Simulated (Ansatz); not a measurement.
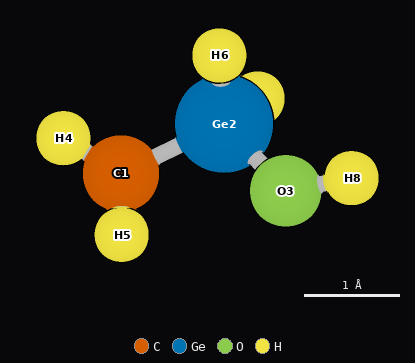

*The structure (ball-and-stick view, seen at a tilt; atoms are numbered from 1 in the order of the input). Sticks mark near contacts.*

CH5GeO: single-point calculation

- system: CH5GeO, multiplicity 2
- method: UHF, ccsd_t/def2-TZVP (Ansatz 0.2.0)

Some settings of this run were made unusual or wrong on purpose. The geometry comes from this level: PBE0-D4/def2-TZVP.

Input
```yaml
crystal:
  periodic: [false, false, false]
  atoms:
    - {symbol: C, position_ang: [-0.662102, 0.317451, -0.619551]}
    - {symbol: Ge, position_ang: [0.315494, 0.053851, 0.047371]}
    - {symbol: O, position_ang: [0.043276, -0.673112, 0.740715]}
    - {symbol: H, position_ang: [-0.740698, 0.939101, -0.956948]}
    - {symbol: H, position_ang: [-1.217967, -0.026485, -0.385564]}
    - {symbol: H, position_ang: [0.658521, 0.748508, 0.394336]}
    - {symbol: H, position_ang: [1.056743, -0.373423, -0.627312]}
    - {symbol: H, position_ang: [0.486845, -0.941405, 1.253696]}
basis:
  gaussian: {orbitals: def2-TZVP}
magnetization: {spin_polarized: true, initial_magnetization: 1}
hamiltonian: {xc: {name: HF}}
correlation: {method: ccsd_t, electrons: outside_noble_gas}
```

Launched with:
```bash
ansatz run in.yaml --threads 4 --pin off --events-out ev --progress --plain --max-ram 10444MiB
```

Output
```
Functional definition: HF
  name "HF"
  cite "Fock, Z. Phys. 61, 126 (1930) doi:10.1007/BF01340294"
  parent pbe
  exchange = exact_x
  correlation = 0
960 factors; integrals over basis functions are off by at most 7.2e-4 eV
mean field evaluation 1: about -59519.6707 eV, gradient 5.7e1 eV
mean field evaluation 2: about -59519.7001 eV, gradient 5.7e1 eV
mean field evaluation 4: about -59530.5883 eV, gradient 5.0e0 eV
mean field evaluation 8: about -59531.0069 eV, gradient 3.4e-1 eV
mean field evaluation 16: about -59527.1238 eV, gradient 3.3e1 eV
mean field evaluation 32: about -59528.0497 eV, gradient 3.8e0 eV
mean field evaluation 64: about -59524.4239 eV, gradient 1.5e1 eV
mean field -59531.01076267 eV, -2187.7242939596 hartree, gradient 4.0e-6 eV, S^2 0.761560; 3 other end points of the search recorded, 0 dependent functions left out
determinant -59531.01076267 eV, -2187.7242939596 hartree, with singles and doubles -59545.46091638 eV, -2188.2553273139 hartree
determinant -59528.43279764 eV, -2187.6295554922 hartree, with singles and doubles -59542.99320328 eV, -2188.1646405300 hartree
16 core orbitals not correlated: weight in the atoms' cores, before any rotation towards them, 0.789 or more for the frozen orbitals, at most 0.172 for the correlated occupied ones
reference -59531.01076267 eV, -2187.7242939596 hartree; 10, 9 occupied and 114, 115 virtual orbitals, 960 factors
second order -13.53005292 eV of doubles, -0.00000000 eV of singles
cycle   1  -14.38042923 eV  change    -1.1e0 eV  update   2.1e-2
cycle   2  -14.40451508 eV  change   -2.4e-2 eV  update   5.4e-3
cycle   3  -14.40686975 eV  change   -2.4e-3 eV  update   2.8e-3
cycle   4  -14.40876819 eV  change   -1.9e-3 eV  update   1.6e-3
cycle   5  -14.41021204 eV  change   -1.4e-3 eV  update   8.9e-4
cycle   6  -14.41074218 eV  change   -5.3e-4 eV  update   4.2e-4
cycle   7  -14.41077845 eV  change   -3.6e-5 eV  update   2.2e-4
cycle   8  -14.41074827 eV  change    3.0e-5 eV  update   1.4e-4
cycle   9  -14.41070453 eV  change    4.4e-5 eV  update   8.0e-5
cycle  10  -14.41069808 eV  change    6.4e-6 eV  update   3.3e-5
cycle  11  -14.41071047 eV  change   -1.2e-5 eV  update   1.2e-5
perturbative correction -0.39923112 eV, -0.0146714731 hartree
Total energy: -59545.82070425 eV, -2188.2685492744 hartree
```

What the run reported

| quantity | value |
| --- | --- |
| outcome | converged |
| total energy | −59545.8207 eV |
| mean-field energy | −59531.0108 eV |
| CCSD correlation | −14.4107 eV |
| (T) correction | −0.3992 eV |
| T1 diagnostic | 0.019 |
| ⟨S²⟩ | 0.762 |
| SCF solution under orbital rotations | stable |
| hardware | 4 threads of Arm Neoverse V1, 23 GiB of memory available, shared host |
| wall time | 26 s (CPU time 1.7 min) |
| peak memory | 1.6 GiB |

Diagnosis

This input holds a deliberate fault: squeeze. The run converged all the same; its numbers are those of the faulty input and shouldn't be used.
